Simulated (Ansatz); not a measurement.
# Calculations on CH$_{5}$O$_{2}$S

**1. Relaxation**

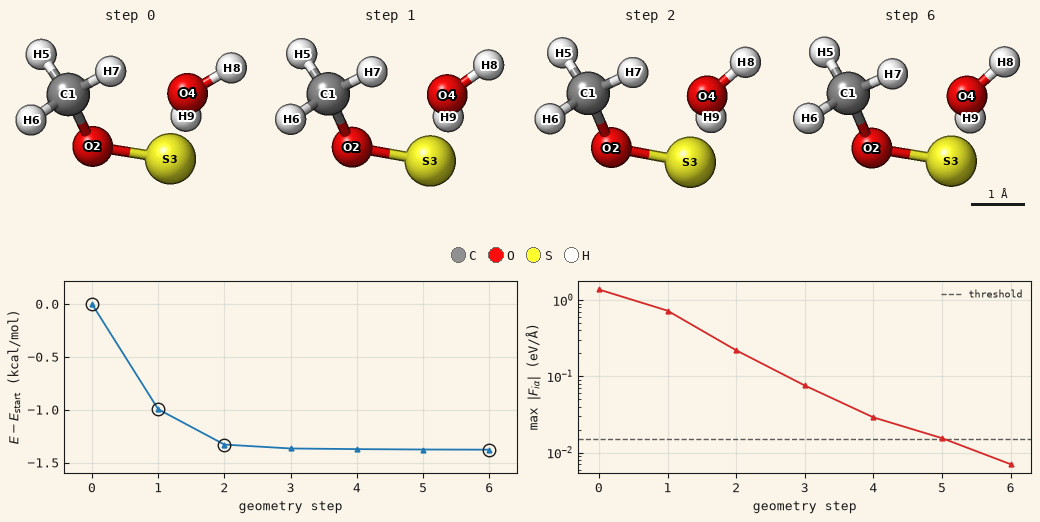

Frames of a relaxation of CH5O2S (charge +1), marked on the history of the run. Style: ball-and-stick. Shown from a free direction.

The run prepares an end point of a later path (torsion) calculation, from a guessed geometry.

These are results of RKS B3LYP/def2-SVP (Ansatz), not measurements.

The input:
```yaml
crystal:
  periodic: [false, false, false]
  atoms:
    - { symbol: C, position_ang: [-0.77822, 1.12739, 0.79559] }
    - { symbol: O, position_ang: [-0.63897, 0.6531, -0.54534] }
    - { symbol: S, position_ang: [-0.62773, -0.8378, -0.92125] }
    - { symbol: O, position_ang: [1.2901, -1.30165, -0.76253] }
    - { symbol: H, position_ang: [0.16845, 1.58172, 1.09298] }
    - { symbol: H, position_ang: [-1.55069, 1.89711, 0.78275] }
    - { symbol: H, position_ang: [-1.04764, 0.33027, 1.48838] }
    - { symbol: H, position_ang: [1.43323, -2.15201, -0.30957] }
    - { symbol: H, position_ang: [1.75147, -1.29813, -1.62102] }
total_charge: 1
basis:
  gaussian: { orbitals: def2-SVP }
hamiltonian:
  xc: b3lyp
relax:
  f_tol: 0.015
  max_steps: 40
```

Command:
```bash
ansatz run input.yaml --threads 1 --pin off --max-ram 2048MiB --backend cpu --events-out ev --progress --plain --runs-dir out
```

**What happens along the run?**

The energy falls by 1.38 kcal/mol in 6 geometry steps. Largest force component: 1.4 eV/Å at the start, 0.007 eV/Å at the end. H8 moves most after the best rigid fit: 0.17 Å. Largest moves by element: H 0.17 Å, O 0.05 Å, S 0.05 Å, C 0.03 Å. Some distances before and after: C1–O2 1.429 → 1.465 Å, O2–S3 1.538 → 1.571 Å, C1–H5 1.091 → 1.098 Å, O4–H8 0.974 → 0.978 Å. From step 0 to 1: H8 moves most (0.08 Å), energy −0.99 kcal/mol. From step 1 to 2: H8 moves most (0.08 Å), energy −0.33 kcal/mol. From step 2 to 6: H5 moves most (0.04 Å), energy −0.05 kcal/mol.

```csv
step,"E − E(0), kcal/mol","largest force component, eV/Å"
0,0.00,1.3774
1,-0.99,0.7263
2,-1.33,0.2197
3,-1.37,0.0758
4,-1.37,0.0290
5,-1.38,0.0155
6,-1.38,0.0070
```

**2. Relaxation**

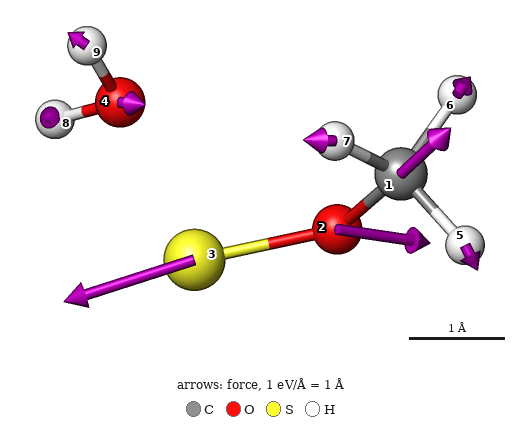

Starting geometry of CH₅O₂S (charge +1) with the computed forces as purple arrows. The picture is a ball-and-stick view, seen at a tilt.

The run prepares an end point of a later path (torsion) calculation, from a guessed geometry.

Computed with RKS B3LYP/def2-SVP (Ansatz 0.2.0).

Input file:
```yaml
crystal:
  periodic: [false, false, false]
  atoms:
    - { symbol: C, position_ang: [-0.77822, 1.12739, 0.79559] }
    - { symbol: O, position_ang: [-0.63897, 0.6531, -0.54534] }
    - { symbol: S, position_ang: [-0.62773, -0.8378, -0.92125] }
    - { symbol: O, position_ang: [-2.53935, -1.19809, -1.28777] }
    - { symbol: H, position_ang: [0.16845, 1.58172, 1.09298] }
    - { symbol: H, position_ang: [-1.55069, 1.89711, 0.78275] }
    - { symbol: H, position_ang: [-1.04764, 0.33027, 1.48838] }
    - { symbol: H, position_ang: [-2.67203, -1.73399, -2.09025] }
    - { symbol: H, position_ang: [-2.99765, -1.60855, -0.53188] }
total_charge: 1
basis:
  gaussian: { orbitals: def2-SVP }
hamiltonian:
  xc: b3lyp
relax:
  f_tol: 0.015
  max_steps: 40
output:
  orbitals: {}
```

Run as
```bash
ansatz run input.yaml --threads 1 --pin off --max-ram 2048MiB --backend cpu --events-out ev --progress --plain --runs-dir out
```

### What follows when this structure is relaxed?

It isn't relaxed: the largest force vector, on S3, is 1.46 eV/Å. The final displacements have little in common with the starting forces (cosine between the two patterns 0.08). Over 7 accepted moves (9 points after the start) the energy falls by 0.114 eV. Largest force component: 1.4 eV/Å at the start, 0.011 eV/Å at the end. The line search rejected the trial steps at points 3, 8 of the run. The largest move after the best rigid fit is that of H8, 0.40 Å. By element the largest moves are H 0.40 Å, S 0.27 Å, O 0.20 Å, C 0.02 Å. Some distances before and after: C1–O2 1.429 → 1.465 Å, O2–S3 1.538 → 1.571 Å, C1–H5 1.091 → 1.097 Å, O4–H8 0.974 → 0.979 Å. Bond angles that change, for instance: O2–C1–H5 108.0° → 105.4°. Groups turn about C1–O2 by about 20°. Cost: 36 s on 1 thread of Arm Neoverse V1, with other jobs on the host, peak memory 0.16 GiB.

**3. Path**

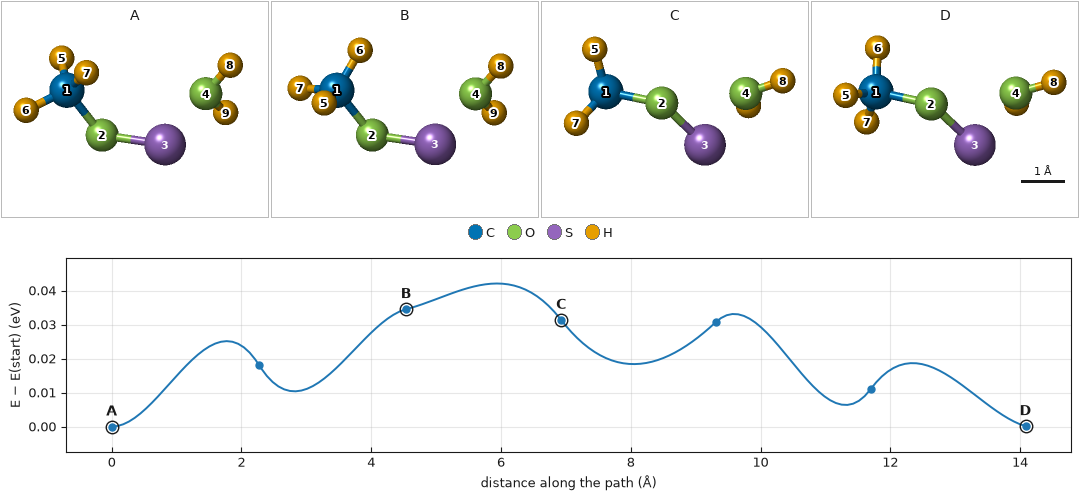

NEB run on CH$_{5}$O$_{2}$S (charge +1). Images are numbered from 0 (start) to 6 (end). Frames A to D are images 0, 2, 3, 6. Style: ball-and-stick. Shown at a tilt.

Level of theory: RKS B3LYP/def2-SVP in Ansatz. Run with 5 movable images; climbing image; force threshold 0.05 eV/Å; iteration limit 60; starting path through a guess of the saddle point.

**What happens along the path, and what is the barrier?**

The two ends have the same energy, and the highest point, image 2, lies 0.035 eV above the start. The motion is a rotation about the O2–S3 bond. No bond forms or breaks between the ends. Among the angles between lasting bonds that change up to the highest image: O2–C1–H7 110.3° → 104.6°, O2–C1–H6 105.3° → 109.8°. The band converged in 49 iterations, with a climbing image at the top. At the top, the vibrational analysis gives one imaginary mode (111i cm⁻¹), as a transition state must have.

Cost: 12 min on 1 thread of Arm Neoverse V1, on a shared host, peak memory 0.16 GiB.
